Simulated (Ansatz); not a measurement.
# AlClO (SMILES [O]=[Al][Cl]) at 6 levels

Wanted: a comparison of 6 runs (UHF/STO-3G, UB3LYP/STO-3G, UPBE/STO-3G, UPBE0/STO-3G, wB97M-V/STO-3G, CCSD(T)/STO-3G) of AlClO. 

Program for the calculation: Ansatz 0.2.0.

66 further runs of the same task are left out: 6 that didn't finish, 60 set aside as unsound or not needed.

## Step 1: The molecule

AlClO: 3 atoms, total charge 0, spin state singlet. As SMILES, `[O]=[Al][Cl]`. The Cl3–Al2 distance was set to 3.020 Å, away from the relaxed value.

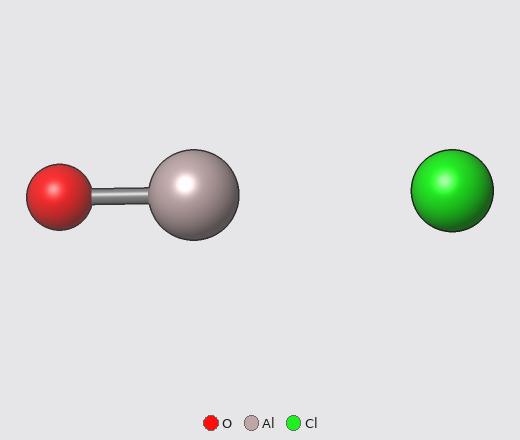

Viewed from a chosen angle; oxygen red, aluminium light grey, chlorine green.

## Step 2: The energy at UHF/STO-3G (run 1)

Contents of in.yaml:

```yaml
crystal:
  periodic: [false, false, false]
  atoms:
    - {symbol: O, position_ang: [0.170552, 2.688644, 0.390319]}
    - {symbol: Al, position_ang: [0.072422, 1.141604, 0.165739]}
    - {symbol: Cl, position_ang: [-0.116820, -1.841490, -0.267330]}
basis:
  gaussian:
    orbitals: STO-3G
magnetization:
  spin_polarized: true
hamiltonian:
  xc: hf
accuracy: high
```

Launch:

```bash
$ ansatz run in.yaml --threads 1 --pin off --max-ram 2610MiB --events-out events.jsonl --progress --plain --runs-dir runs
```

What it wrote, shortened:

```text
Warning: RAYON_NUM_THREADS=1 ignored (pool sized by the plan → 1); use --threads N
Functional definition: HF
  name "HF"
[...]
375 factors; integrals over basis functions are off by at most 2.4e-8 eV
[...]
mean field -20880.68435829 eV, -767.3509967311 hartree, gradient 1.3e-8 eV, S^2 1.002364; 14 other end points of the search recorded, 0 dependent functions left out
reference -20880.68435829 eV, -767.3509967311 hartree; 19, 19 occupied and 4, 4 virtual orbitals, 375 factors
Total energy: -20880.68435829 eV, -767.3509967311 hartree
```

Wall time 2.7 s (1 thread of Arm Neoverse V2, shared host).

## Step 3: The energy at UB3LYP/STO-3G (run 2)

Contents of run.yaml:

```yaml
basis:
  gaussian: {orbitals: STO-3G}
crystal:
  periodic: [false, false, false]
  atoms:
    - symbol: O
      position_ang: [0.170552, 2.688644, 0.390319]
    - symbol: Al
      position_ang: [0.072422, 1.141604, 0.165739]
    - symbol: Cl
      position_ang: [-0.116820, -1.841490, -0.267330]
magnetization: {spin_polarized: true}
hamiltonian: {xc: {name: B3LYP}}
total_charge: 0
accuracy: high
```

Launch:

```bash
$ ansatz run run.yaml --threads 1 --pin off --max-ram 2610MiB --events-out events.jsonl --progress --plain --runs-dir runs
```

What it wrote:

```text
Warning: RAYON_NUM_THREADS=1 ignored (pool sized by the plan → 1); use --threads N
Functional definition: B3LYP
  name "B3LYP"
  parameter a0 = 0.2
  parameter ax = 0.72
  parameter ac = 0.81
  exchange = (1 - a0 - ax)*slater_x + ax*b88_x + a0*exact_x
  correlation = (1 - ac)*vwn_rpa_c + ac*lyp_c
375 factors; integrals over basis functions are off by at most 2.4e-8 eV
mean field evaluation 1: about -20908.1289 eV, gradient 3.3e1 eV
mean field evaluation 2: about -20745.1398 eV, gradient 1.4e2 eV
mean field evaluation 4: about -20916.6985 eV, gradient 1.7e1 eV
mean field evaluation 8: about -20919.4496 eV, gradient 5.8e0 eV
mean field evaluation 16: about -20919.6340 eV, gradient 1.8e-4 eV
mean field evaluation 32: about -20919.6343 eV, gradient 4.9e-4 eV
mean field -20919.63432614 eV, -768.7823816482 hartree, gradient 7.5e-8 eV, S^2 0.026929; 7 other end points of the search recorded, 0 dependent functions left out
reference -20919.63435180 eV, -768.7823825913 hartree; 19, 19 occupied and 4, 4 virtual orbitals, 375 factors
Total energy: -20919.63435180 eV, -768.7823825913 hartree
```

Run time: 3.9 s. Hardware: 1 thread of Arm Neoverse V2, shared host; peak memory 0.13 GiB.

Runs 3 to 5 aren't shown in full; the table further down has their settings and results.

## Step 4: A single-point energy at CCSD(T)/STO-3G (run 6)

Edit in.yaml of step 2 so:

```diff
@@ -9,6 +9,7 @@
     orbitals: STO-3G
-magnetization:
-  spin_polarized: true
-hamiltonian:
-  xc: hf
+correlation:
+  method: ccsd_t
+  frozen_orbitals: {Al: 5, Cl: 5, O: 1}
 accuracy: high
+scf:
+  omitted_lower_state_checks: [cluster_reference, increment]
```

Launch:

```bash
$ ansatz run in.yaml --threads 1 --pin off --max-ram 2610MiB --events-out events.jsonl --progress --plain --runs-dir runs
```

What it wrote:

```text
Warning: RAYON_NUM_THREADS=1 ignored (pool sized by the plan → 1); use --threads N
[... 13 lines left out ...]
11 core orbitals not correlated: weight in the atoms' cores, before any rotation towards them, 1.000 or more for the frozen orbitals, at most 0.000 for the correlated occupied ones
[... 32 lines left out ...]
Total energy: -20883.69633628 eV, -767.4616848806 hartree
Checks for a lower state left out: cluster_reference, increment
```

Run time: 0.24 s. Hardware: 1 thread of Arm Neoverse V2, shared host.

## Step 5: Overview of the runs

```csv
run,level,frozen core orbitals,energy (Eh),wall time
1,UHF/STO-3G,–,-767.350997,2.7 s
2,UB3LYP/STO-3G,–,-768.782383,3.9 s
3,UPBE/STO-3G,–,-768.378816,6.9 s
4,UPBE0/STO-3G,–,-768.466131,3.3 s
5,wB97M-V/STO-3G,–,-768.846010,14 s
6,CCSD(T)/STO-3G,11,-767.461685,0.24 s
```

## Step 6: What came out

| quantity | value |
| --- | --- |
| run 6: total energy | -767.46168 Eh |
| run 6: correlation energy (11 core orbitals frozen) | -161.2 mEh |
| run 6: (T) correction | -19.60 mEh |
| run 6: T1 diagnostic | 0.049 |

**Reading.** Totals of different functionals can't be ranked against each other. In run 6 the T1 diagnostic is large, so a single reference may not serve. In run 6 the log says that unrestricted orbitals would lower the reference, so the values rest on an unstable closed-shell determinant (other closed-shell runs at this shape may share the fault). In runs 1, 2, 3, 4, 5, 6 the basis is minimal, so the values are rough. Spin contamination of the reference: run 1 ⟨S²⟩ = 1.00, run 4 ⟨S²⟩ = 0.12. Where it is this large, the reference is a mixture of spin states, and values that rest on it are in doubt. All runs together took 31 s, the longest 14 s.
